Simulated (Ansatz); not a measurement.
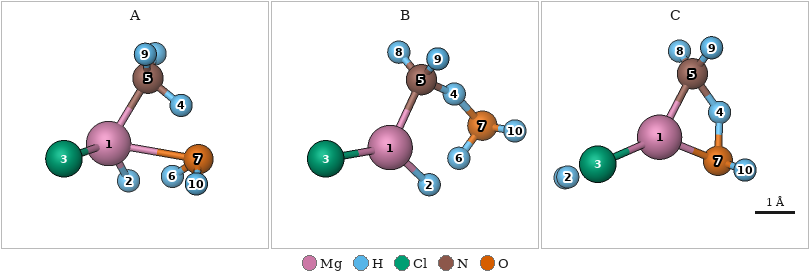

3 geometries from a converged minimum-energy path of MgNH6OCl, shuffled. Style: ball-and-stick. Shown at a tilt.

All numbers below come from RKS r2SCAN-D4/STO-3G (Ansatz). Settings: 5 movable images; climbing image; force threshold 0.03 eV/Å; iteration limit 60; starting path through a guess of the saddle point.

**One of them is the converged climbing image. Which?**

A. In order along the path, whose images run from 0 to 6: B (image 0, 0.00 eV), A (image 2, +0.45 eV), C (image 5, −0.35 eV). Breaking: H6–O7 (1.11 → 1.09 at the top → 3.92 Å), Mg1–H2 (1.65 → 1.64 at the top → 3.06 Å). Forming: H2–H6 (1.18 → 1.28 at the top → 0.73 Å), Mg1–O7 (3.06 → 2.36 at the top → 1.87 Å).

Limits of the set-up: STO-3G is a minimal basis, so the numbers are rough.

The run took 6.8 min on 1 thread of Intel(R) Xeon(R) Processor @ 2.70GHz, with other jobs on the host, peak memory 0.13 GiB.
